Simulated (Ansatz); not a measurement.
Partial pair distribution functions of a relaxed model of amorphous In9Ga9Zn9O38Sn, broadened by 0.06 Å; density 5.91 g/cm³. The numbers are results of PBE, scalar-relativistic without spin-orbit coupling (plane waves to 420 eV, PAW; Ansatz, a quantum-chemistry and plane-wave program), not measurements.

A CHGNet melt-quench gave the starting glass, which DFT then relaxed. O atoms were pushed apart under 1.9 Å during the dynamics, to hinder bonds among them. The hot cell started wider than the set density and was brought back towards it in steps. It is the lowest in DFT energy of 2 quenches. It is a model cell: composition and starting density were chosen by hand, and all elements were melted together. No dispersion term was used. Its density started from a set value of 5.91 and ended at 5.91 g/cm³. Cooling (nominally 260 K/ps over its main leg) ran many orders faster than in experiment, which tends to leave more defects and strain. One small periodic cell is one sample of the glass; other quenches scatter about these values. The volume was held where the preparation left it, at a PBE pressure of 0.8 GPa. Stress components on the final sampling reach 1.5 GPa.

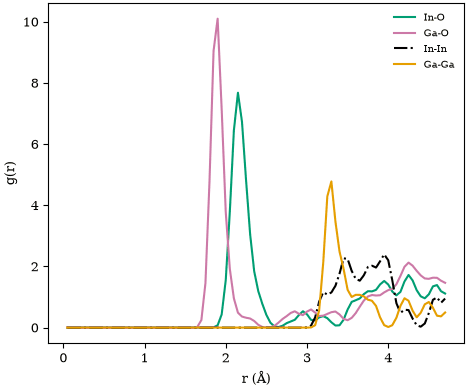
Fig. 1. Partial pair distribution functions

Highest peaks under 4.5 Å: In-O near 2.15 Å, Ga-O near 1.90 Å, In-In near 3.95 Å, Ga-Ga near 3.30 Å; pairs of few atoms are noisy.

Within 2.60 Å each In has 5.33 O neighbours on average.
